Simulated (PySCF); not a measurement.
Vertical excitations of a molecule H6O2Si2 from TDDFT-CAM-B3LYP/def2-SVPD run with PySCF, as energy in eV (oscillator strength): 7.56 (0.003), 7.66 (0.001), 7.85 (0.011), 8.15 (0.037), 8.40 (0.007), 8.50 (0.014), 8.75 (0.083), 8.80 (0.097), 8.97 (0.015), 9.06 (0.011). Lowest triplet (TDA): 7.18 eV. Geometry: PBE-D3(BJ)/def2-SVP. One conformer was computed; it need not be the lowest.

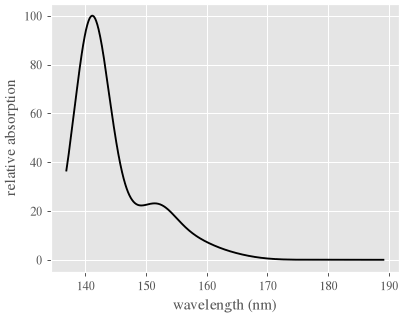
Fig. 1. The lines broadened by 0.4 eV.

Q: Which structure fits?
A. O[SiH](O)[SiH3]
B. O[SiH2]O[SiH3]
C. O[SiH2][SiH2]O

A: B, O[SiH2]O[SiH3]
